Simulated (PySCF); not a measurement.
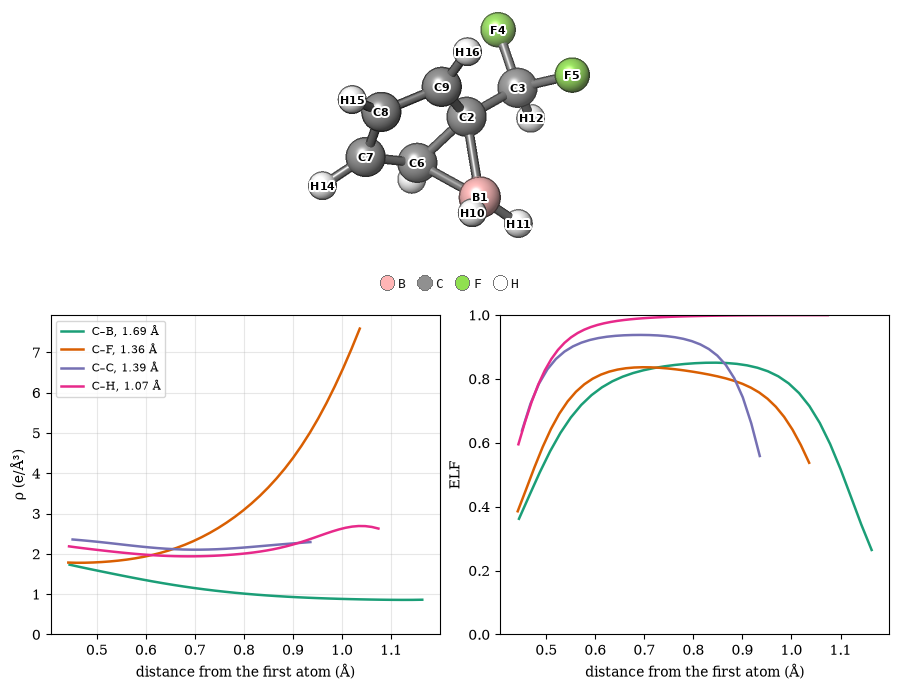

The picture shows: C6H7BF2. Total electron density and electron localisation function along straight lines between neighbouring atoms. The curves leave out the atomic cores. The structure is drawn too.

Geometry: GFN2-xTB.

The calculation used PySCF, PBE0/pcSseg-1, SCF density, gas phase, non-relativistic.

```xyz
16

B    -0.2004    1.4724   -0.2831
C    -0.4239   -0.2263   -0.0035
C    -1.7896   -0.7154   -0.3560
F    -1.8241   -2.0780   -0.3973
F    -2.7115   -0.3628    0.5778
C     0.6182    0.1572   -0.9643
C     1.8518    0.0186   -0.2739
C     1.6120   -0.3917    1.0277
C     0.2460   -0.5552    1.2039
H     0.3306    2.0748    0.5635
H    -1.0114    1.9872   -0.9539
H    -2.1437   -0.3509   -1.3319
H     0.5163    0.0901   -2.0334
H     2.8140    0.2597   -0.6896
H     2.3577   -0.5281    1.7885
H    -0.2496   -0.8427    2.1138
```

Question: What can be read from the curves?

Answer: C–B (1.69 Å): ρ at the midpoint is about 0.97 e/Å³, with its minimum of 0.86 e/Å³ about 1.1 Å from C; the ELF peaks at about 0.85 between the atoms; localised, covalent bonding.
C–F (1.36 Å): the density is about 2.2 e/Å³ at the midpoint, with its minimum of 1.8 e/Å³ about 0.5 Å from C; the ELF peaks at about 0.85 between the atoms (a polar covalent bond).
C–C (1.39 Å): ρ at the midpoint is about 2.1 e/Å³; the ELF peaks at about 0.95 between the atoms; a covalent bond.
C–H (1.07 Å): ρ at the midpoint is about 2 e/Å³; the ELF climbs to about 1 towards the hydrogen, as it does in any bond to H; an ordinary covalent bond to hydrogen.
